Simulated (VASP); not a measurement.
Shape and ions are relaxed at each volume.

Energy against volume of Dy (hcp). Method: optB86b-vdW, VASP's PBE PAW potentials (set 64) (plane waves; VASP).

The 4f electrons are frozen in the core of the lanthanide potential, so 4f levels, which can set the real gap, and their magnetism are missing.

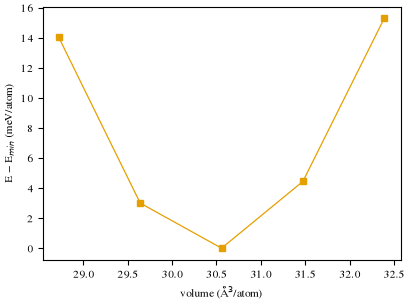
Figure. Energy against volume

### Question
Estimate the equilibrium volume and the bulk modulus.

### Answer
The minimum lies near 30.5 Å³/atom, and the curvature gives B0 of about 43 GPa.

Measured: bulk modulus 40.5 GPa (computed value off by +5.7 %), as given by Wikipedia, Dysprosium (infobox). The calculation is for a static lattice, while the measured bulk modulus holds thermal and zero-point effects, which are part of the difference.

The compound is Dy in the hcp structure. It was relaxed first.
